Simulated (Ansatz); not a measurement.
```yaml
atoms:
  - { symbol: C, position_ang: [-1.3757, -0.6222, 0.0466] }
  - { symbol: In, position_ang: [0.6544, -0.0507, 0.2107] }
  - { symbol: F, position_ang: [1.8289, -1.1191, 1.3382] }
  - { symbol: C, position_ang: [1.7911, 1.5214, -0.6217] }
  - { symbol: N, position_ang: [2.3501, 2.4034, -1.1114] }
  - { symbol: H, position_ang: [-1.9135, 0.0581, -0.6108] }
  - { symbol: H, position_ang: [-1.8221, -0.6112, 1.0409] }
  - { symbol: H, position_ang: [-1.4211, -1.6369, -0.3484] }
```

Geometry: PBE0-D4/def2-TZVP; core potentials replace the inner electrons of In.

Method: Ansatz 0.2.0, RKS PBE0-D4/def2-TZVPP.

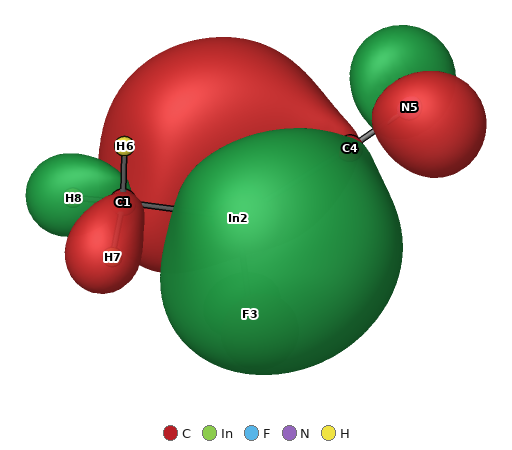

C2H3FInN. The LUMO at ±0.05 Å⁻³ᐟ² (green and red are the two phases), seen at a tilt.

Q: What is the character of this orbital?

A: It lies mainly on In2 (about 70 %), C4 (about 10 %) and N5 (about 10 %). Its energy is −2.16 eV.
